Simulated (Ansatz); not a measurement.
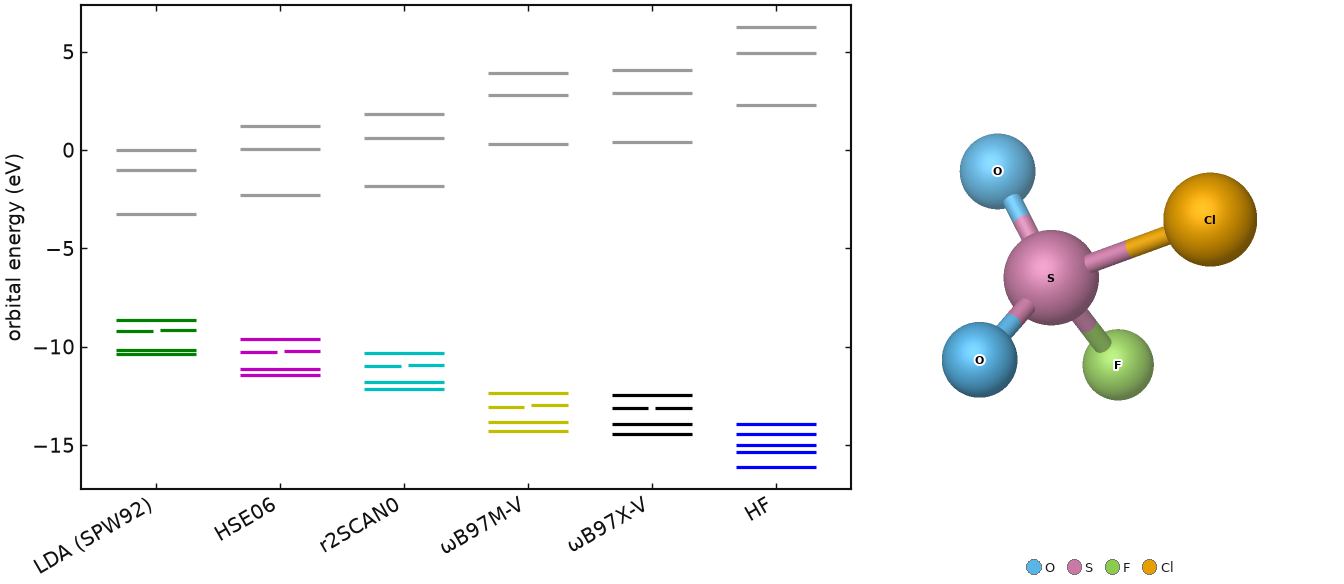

Frontier orbital energies of SO₂ClF, SMILES O=S(=O)(F)Cl at one geometry, def2-TZVPP, the Ansatz code 0.2.0, at a PBE0-D4/def2-TZVP geometry (a minimum by its frequencies). Empty levels are grey, levels within 0.1 eV stand side by side; all columns show the same few orbitals around the gap.

How do the frontier levels move from column to column?

The separation grows from 5.37 eV (LDA (SPW92)) to 16.25 eV (HF).

```tsv
level	HOMO (eV)	LUMO (eV)	separation (eV)
LDA (SPW92)	−8.61	−3.24	5.37
HSE06	−9.62	−2.31	7.31
r2SCAN0	−10.30	−1.82	8.48
ωB97M-V	−12.34	0.32	12.66
ωB97X-V	−12.47	0.43	12.90
HF	−13.94	2.31	16.25
```

Caveats, for all or some of the runs: empty levels above zero depend strongly on the basis.
